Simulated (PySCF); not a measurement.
# C5H10O: the cost of one run

Computed with PySCF 2.14.0, with density-fitted response routines of our own, on a single molecule, in the gas phase or a continuum. Atoms are numbered from 0 throughout.

## Step 1: The starting structure

16 atoms, charge 0, multiplicity 1; geometry from: GFN2-xTB. The atoms were then displaced at random by about 0.01 Å, so the start is not that level's minimum.

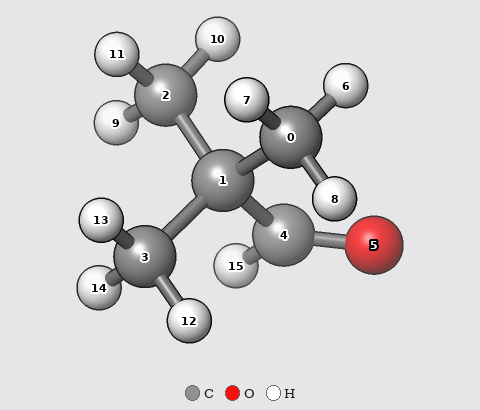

The starting geometry (carbon grey, oxygen red, hydrogen white), atoms numbered; sticks join atoms by distance.

## Step 2: Relaxing the molecule at PBE0-D3(BJ)/def2-TZVP

What the job is given:

```
{"job": {"xc": "PBE0", "basis": "def2-TZVP", "d3": "d3bj", "grid": 2, "shake": 0.01, "kind": "geom"}, "charge": 0, "multiplicity": 1}
C     -0.787990     0.680970     1.084960
C     -0.073420    -0.043100    -0.028850
C      1.002760    -0.942840     0.554360
C      0.589500     0.951590    -1.023220
C     -1.025430    -0.927010    -0.810600
O     -2.201330    -1.032670    -0.602120
H     -1.261140    -0.001700     1.766270
H     -0.107030     1.345590     1.632550
H     -1.595050     1.332140     0.674730
H      1.536420    -1.491470    -0.212090
H      0.582660    -1.659040     1.268130
H      1.757800    -0.335100     1.104200
H     -0.237800     1.595760    -1.467480
H      1.261380     1.584200    -0.500800
H      1.064190     0.409860    -1.820420
H     -0.524570    -1.469560    -1.608880
```

Run with:

```
> OMP_NUM_THREADS=1 python probes_run.py task.json out
```

The driver reads the jobs from task.json and runs them one after another.

Q: Estimate the wall time and peak memory of this first job on 1 thread of Arm Neoverse V1, shared host.

About 5.7 min, with a peak of 1.2 GiB.
